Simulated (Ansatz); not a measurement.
# (ZnSe)2(CdS)1 [001] superlattice, started as zinc blende: phonons and vibrational spectra, part 3 of 3

How does (ZnSe)2(CdS)1 [001] superlattice, started as zinc blende vibrate, and is this structure a minimum?

Ansatz 0.2.0; DFT PBEsol, scalar-relativistic, plane waves, PAW.

So far. Step 4 (Tight relaxation): The largest force component left is 0.36 meV/Å and the pressure is -0.001 GPa, within the tolerances set. The cell now holds 23.05 Å³/atom. The relaxed cell has a, b, c = 3.994, 4.024, 17.209 Å (conventional setting).

The structure was built from a prototype and need not be the compound's stable phase.

### 5. Zone-centre response (continued)

Activity x (w_L - w)^4 (n + 1)/w, 532 nm, 300 K; the tensors are static ones, while 532 nm light lies above the computed direct gap, where resonance would change the heights; modes without the macroscopic field alone. Lines of the Raman spectrum (strongest = 100):

| position (cm⁻¹) | lines merged | relative intensity |
| --- | --- | --- |
| 52 | 1 | 100 |
| 53 | 1 | 97 |
| 67 | 1 | 0.1 |
| 70 | 1 | 21 |
| 131 | 1 | 26 |
| 155 | 1 | 9.1 |
| 178 | 1 | 1.6 |
| 207 | 1 | 0.3 |
| 210 | 2 | 26 |
| 211 | 1 | 6.0 |
| 217 | 1 | 54 |
| 260 | 1 | 0.6 |
| 271 | 1 | 22 |
| 283 | 1 | 72 |

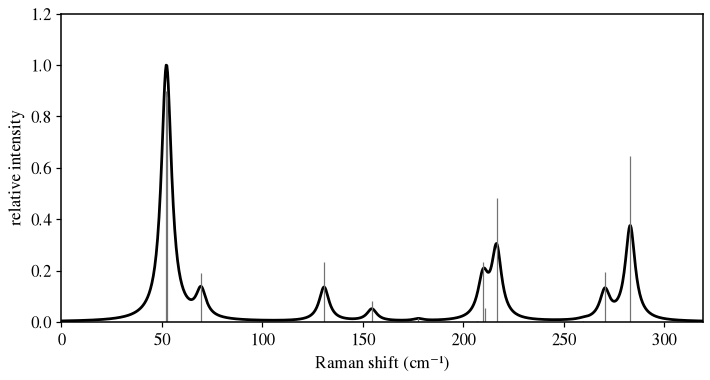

The Raman spectrum, broadened with Lorentzians of width 6 cm⁻¹; bars mark the lines.

Static second-order susceptibility (pm/V), twice the coefficient d of second-harmonic generation. Second order susceptibility, by row:

| field along | xx | yy | zz | yz | xz | xy |
| --- | --- | --- | --- | --- | --- | --- |
| x | 0 | 0 | 0 | 51.48 | 14.06 | 0 |
| y | 0 | 0 | 0 | 14.06 | 51.48 | 0 |
| z | 14.06 | 14.06 | 12.56 | 0 | 0 | 51.48 |

Before it was imposed, the acoustic sum rule was missed by 1.1e-4 eV/Å² and the charge sum rule by 0.011 e. Small misses are needed for a sound result but don't prove that mesh and cutoff are converged. The lowest optical mode is real, 52.0 cm⁻¹.

The log warns of the k mesh: “the force constants stand on the 8×8×8 k-mesh, whose period is 9.27 times the interband length at k = (0.0000, 0.0000, 0.0000), direct gap 0.979 eV, under 14: take them and everything formed from them as unconverged”.

### 6. Another isotope, element Cd, natural mass 112.414 amu

An isotope changes the mass and not the force constants, so no new electronic calculation is needed; the shifts show which modes move this element.

The same force constants with the mass of Cd changed from 112.414 to 115.905 u (phonopy, no LO-TO term). Both lists are sorted by frequency; levels can cross, so a row need not hold one and the same mode. Modes under 3 cm⁻¹ are left out. Isotope shifts, by row:

| q | rank | natural mass (cm⁻¹) | changed mass (cm⁻¹) |
| --- | --- | --- | --- |
| 0 0 0 | 4 | 51.98 | 51.64 |
| 0 0 0 | 5 | 52.7 | 52.35 |
| 0 0 0 | 6 | 66.95 | 66.79 |
| 0 0 0 | 7 | 69.56 | 69.56 |
| 0 0 0 | 8 | 130.8 | 129.8 |
| 0 0 0 | 9 | 154.6 | 154.4 |
| 0 0 0 | 10 | 177.7 | 176.9 |
| 0 0 0 | 11 | 206.8 | 206.8 |
| 0 0 0 | 12 | 209.7 | 209.6 |
| 0 0 0 | 13 | 209.8 | 209.7 |
| 0 0 0 | 14 | 211 | 211 |
| 0 0 0 | 15 | 216.7 | 216.4 |
| 0 0 0 | 16 | 259.6 | 259.1 |
| 0 0 0 | 17 | 270.6 | 270.6 |
| 0 0 0 | 18 | 283.2 | 283 |

A mode of this element alone would shift by -1.52 %. The highest zone-centre frequency without the field goes from 283.2 to 283.0 cm⁻¹ (-0.1 %). The product of the frequency ratios over all optical modes at Γ is 0.967; the product rule, (m/m′)^(3k/2) (M′/M)^(3/2) with k = 1 such atoms and M the mass of the cell, gives 0.967.

### 7. Isotope substitution, element S, natural mass 32.06 amu

The same for S, from 32.06 to 33.97 u.

A mode of this element alone would shift by -2.85 %. The highest zone-centre frequency without the field goes from 283.2 to 276.7 cm⁻¹ (-2.3 %). The product of the frequency ratios over all optical modes at Γ is 0.923; the product rule, (m/m′)^(3k/2) (M′/M)^(3/2) with k = 1 such atoms and M the mass of the cell, gives 0.923.

### 8. Isotope substitution, element Se, natural mass 78.971 amu

The same for Se, from 78.97 to 81.92 u.

The same force constants with the mass of Se changed from 78.971 to 81.917 u (phonopy, no LO-TO term). Both lists are sorted by frequency; levels can cross, so a row need not hold one and the same mode. Modes under 3 cm⁻¹ are left out. Isotope shifts, by row:

| q | rank | natural mass (cm⁻¹) | changed mass (cm⁻¹) |
| --- | --- | --- | --- |
| 0 0 0 | 4 | 51.98 | 51.69 |
| 0 0 0 | 5 | 52.7 | 52.48 |
| 0 0 0 | 6 | 66.95 | 66.52 |
| 0 0 0 | 7 | 69.56 | 69.4 |
| 0 0 0 | 8 | 130.8 | 129.9 |
| 0 0 0 | 9 | 154.6 | 153.8 |
| 0 0 0 | 10 | 177.7 | 175.6 |
| 0 0 0 | 11 | 206.8 | 205 |
| 0 0 0 | 12 | 209.7 | 207.7 |
| 0 0 0 | 13 | 209.8 | 208.2 |
| 0 0 0 | 14 | 211 | 208.8 |
| 0 0 0 | 15 | 216.7 | 214.6 |
| 0 0 0 | 16 | 259.6 | 259.5 |
| 0 0 0 | 17 | 270.6 | 270.5 |
| 0 0 0 | 18 | 283.2 | 283 |

A mode of this element alone would shift by -1.81 %. The highest zone-centre frequency without the field goes from 283.2 to 283.0 cm⁻¹ (-0.1 %). The product of the frequency ratios over all optical modes at Γ is 0.914; the product rule, (m/m′)^(3k/2) (M′/M)^(3/2) with k = 2 such atoms and M the mass of the cell, gives 0.914.

### 9. Isotope substitution, element Zn, natural mass 65.38 amu

The same for Zn, from 65.38 to 67.92 u.

A mode of this element alone would shift by -1.89 %. The highest zone-centre frequency without the field goes from 283.2 to 282.5 cm⁻¹ (-0.2 %). The product of the frequency ratios over all optical modes at Γ is 0.908; the product rule, (m/m′)^(3k/2) (M′/M)^(3/2) with k = 2 such atoms and M the mass of the cell, gives 0.908.

### 10. What came out

```json
{
  "space group after relaxation (within 0.01 Å)": "Imm2",
  "volume per atom": "23.0 Å³",
  "gap on the k-mesh": "0.979 eV",
  "highest optical mode at the zone centre (no LO-TO term)": "283 cm⁻¹",
  "top of the zone-centre spectrum with the field": "300 cm⁻¹",
  "lowest optical zone-centre mode": "52.0 cm⁻¹",
  "mean high-frequency dielectric constant": "7.18",
  "mean static dielectric constant": "10.4",
  "largest Born charge (third of the trace)": "-2.25 e",
  "imaginary modes at Γ (the only wavevector solved)": "none"
}
```

What this shows: The structure is stable against zone-centre distortions, since no mode there is imaginary; other wavevectors were not solved, so zone-boundary instabilities are untested. Without the field, the optical modes at Γ span 52 to 283 cm⁻¹. No dispersion was computed. The highest mode in this list at Γ, 283.2 cm⁻¹, is mostly motion of S (81 % of the kinetic energy). With the macroscopic field of the longitudinal modes the top of the zone-centre spectrum lies at 300 cm⁻¹, against 283 cm⁻¹ without it. Lattice motion raises the mean dielectric constant from 7.180 to 10.37. The strongest infrared line is at 207 cm⁻¹. Averaged over orientations, the strongest Raman line at 532 nm and 300 K is at 52 cm⁻¹, among the modes without the field; their longitudinal partners can be Raman active too. The tensors are the static, non-resonant ones, while 532 nm light (2.33 eV) lies above the computed gap. With the field response the log warns that the k mesh is coarse for the force constants too, so the frequencies may not be converged. The starting cell was built on a prototype and not taken from a measurement, so the phase need not exist. These are harmonic frequencies at zero temperature: anharmonic shifts, linewidths and thermal expansion are left out.

[Logs are printed without paths, hosts, clocks, repeated set-up lines and the standing remarks that a program may print on its own settings, such as how far it seeks lower states.]

[Hosts, paths, dates, database ids (printed as entryN), source tags and the programs' standing remarks are cut or masked in the printed files.]
